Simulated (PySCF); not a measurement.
# S4: frequency calculation

System: S4, multiplicity 3.
Method: UKS-based PBE0, S def2-TZVP; non-relativistic Hamiltonian; density fitting (PySCF 2.14.0).

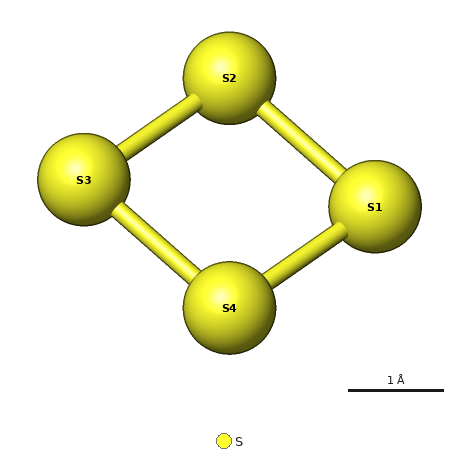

**Figure 1.** The structure as given in the input (ball-and-stick view, seen at a tilt; atoms are numbered from 1 in the order of the input). Bond lengths as drawn: S–S 2.10 Å.

**Results in brief**

| quantity | value |
| --- | --- |
| outcome | converged |
| total energy | −1592.219138 hartree |
| ⟨S²⟩ | 2.010 |
| zero-point energy | 0.003804 hartree |
| dipole moment | 0.00 D |
| wavenumbers, lowest and highest | 965i and 513 cm⁻¹ |
| hardware | 4 threads of Arm Neoverse V2, 24 GiB of memory available, shared host |
| wall time | 85 s (CPU time 4.2 min) |
| peak memory | 1.5 GiB |

**Input file**
```python
from pyscf import gto, scf, dft
mol = gto.M(atom='''
S      1.100457     1.100457     0.000000
S     -1.001890     1.001890     0.000000
S     -1.100457    -1.100457    -0.000000
S      1.001890    -1.001890    -0.000000''',
    basis={'S': 'def2-TZVP'},
    charge=0, spin=2)
mf = dft.UKS(mol, xc='PBE0')
mf.grids.atom_grid = (75, 302)
aux = {'S': 'def2-universal-JKFIT'}
mf = mf.density_fit(auxbasis=aux)
mf.conv_tol = 1e-09
mf.diis_space = 10
mf.max_cycle = 60
mf.verbose = 4
mf.kernel()
```

The script is an equivalent of the set-up of the self-consistent field. The run itself was carried out by a driver, which started from the orbitals of the step before it where there was one and computed the further properties.

Command:
```bash
OMP_NUM_THREADS=4 python axn.py task.json out
```

**What the program printed**
```
init E= -1592.21913810425
  alpha nocc = 33  HOMO = -0.198032907701226  LUMO = -0.102614783871038
  beta  nocc = 31  HOMO = -0.28185099957588  LUMO = -0.133697206744777
  HOMO = -0.198032907701  LUMO = -0.133697206745  gap/eV = 1.75066
cycle= 1 E= -1592.21913810423  delta_E= 1.86e-11  |g|= 6.12e-06  |ddm|= 9.75e-06
  alpha nocc = 33  HOMO = -0.198033627760331  LUMO = -0.10261546687057
  beta  nocc = 31  HOMO = -0.281851698206293  LUMO = -0.133697767861026
  HOMO = -0.19803362776  LUMO = -0.133697767861  gap/eV = 1.75067
Extra cycle  E= -1592.21913810414  delta_E= 9.25e-11  |g|= 1.33e-05  |ddm|= 1.97e-05
converged SCF energy = -1592.21913810414  <S^2> = 2.0098013  2S+1 = 3.0065271
```

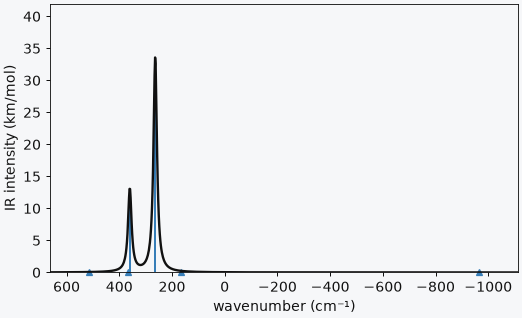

**Figure 2.** Harmonic infrared spectrum, unscaled: sticks (degenerate modes added up, dark ones marked on the axis) with a Lorentzian envelope of 16 cm⁻¹ full width, scaled to the tallest stick; imaginary modes are drawn at negative wavenumbers. 6 modes from 965i to 513 cm⁻¹, 1 imaginary beyond 8i (965i cm⁻¹): a first-order saddle point, if the geometry is stationary. The strongest line is at 264 cm⁻¹ (34 km/mol). All modes, in cm⁻¹ (km/mol): 965i (0.0), 166 (0.0), 264 (34), 360 (13.0), 366 (0.0), 513 (0.0).

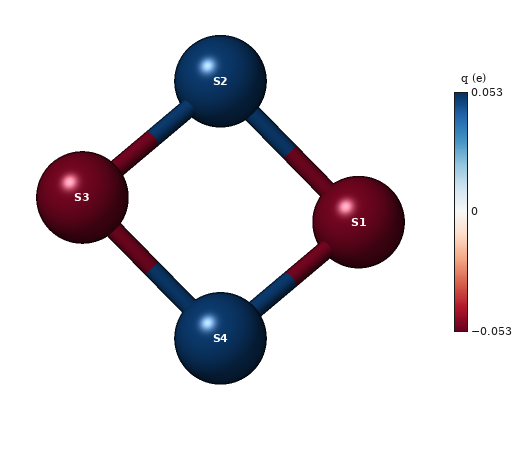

**Figure 3.** Mulliken charges, as the colour of each atom (ball-and-stick view, seen at a tilt; atoms are numbered from 1 in the order of the input). By element: S −0.05 to +0.05 e.
